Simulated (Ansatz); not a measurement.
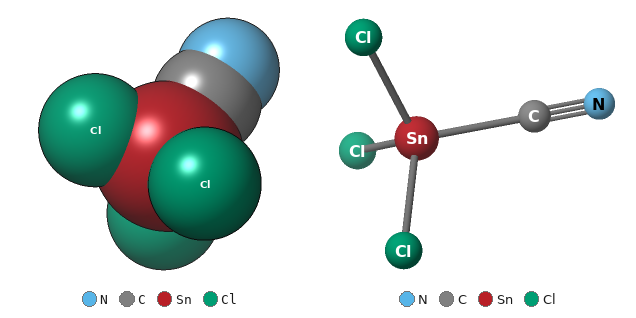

Both panels show the same species.

The geometry was computed by an optimisation with PBE0-D4/def2-TZVP.

Identify the structure.

The molecule is CCl₃NSn. Its SMILES string is `N#[C][Sn]([Cl])([Cl])[Cl]`. Among its groups: nitrile. This geometry has Cs symmetry. Coordination: 1 C linear; 1 Sn tetrahedral.

More results for the same structure follow; atom numbers are the same in all pictures, views and colours differ.

### Vibrations

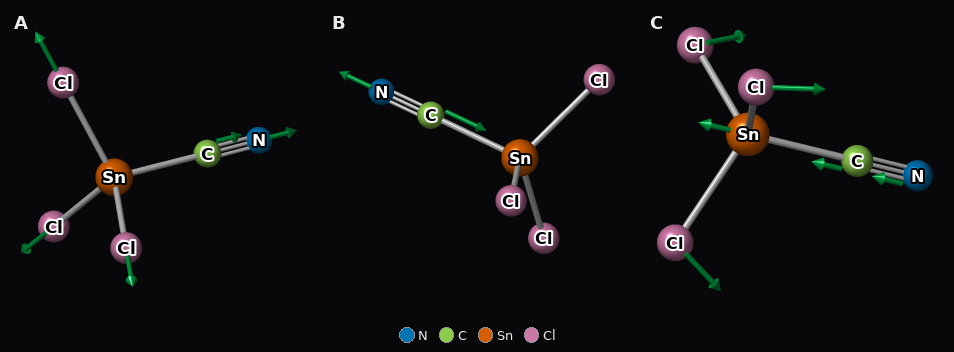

3 normal modes of one molecule or complex, as arrows. Harmonic vibrations computed with RKS PBE0-D4/def2-TZVP, core potentials on Sn (Ansatz 0.2.0) at a stationary point of the same level.

**Match the panels to the wavenumbers 124 cm⁻¹, 378 cm⁻¹, 2330 cm⁻¹.**

A: 378 cm⁻¹, in-phase stretching of 3 Sn–Cl bonds
B: 2330 cm⁻¹, C–N stretching
C: 124 cm⁻¹, angle bending

### Levels of theory compared

Program: Ansatz 0.2.0.

At this fixed geometry, give dipole (D), HOMO–LUMO gap (eV) at these levels: B3LYP-D4/def2-TZVPP; PBE-D4/def2-TZVPP; r2SCAN-D4/def2-TZVPP; ωB97M-V/def2-TZVPP.

| level | dipole (D) | HOMO–LUMO gap (eV) |
| --- | --- | --- |
| B3LYP-D4/def2-TZVPP | 2.08 | 6.40 |
| PBE-D4/def2-TZVPP | 1.99 | 4.63 |
| r2SCAN-D4/def2-TZVPP | 1.98 | 5.19 |
| ωB97M-V/def2-TZVPP | 2.09 | 11.38 |

### Charges

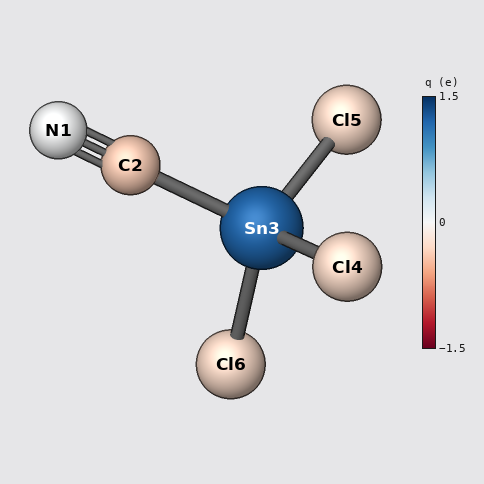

Atoms are coloured by their Mulliken charges. Properties computed with RKS B3LYP-D4/def2-TZVPP, core potentials on Sn (Ansatz 0.2.0).

**Which atom carries the highest charge (most positive or least negative)?**

Sn3 (1.19 e).

**And the lowest?**

C2 (−0.37 e).

List the Mulliken charges.

| atom | value (e) |
| --- | --- |
| N1 | 0.02 |
| C2 | −0.37 |
| Sn3 | 1.19 |
| Cl4 | −0.28 |
| Cl5 | −0.28 |
| Cl6 | −0.28 |

Mulliken values depend strongly on the basis set and can even reverse the polarity of a bond.
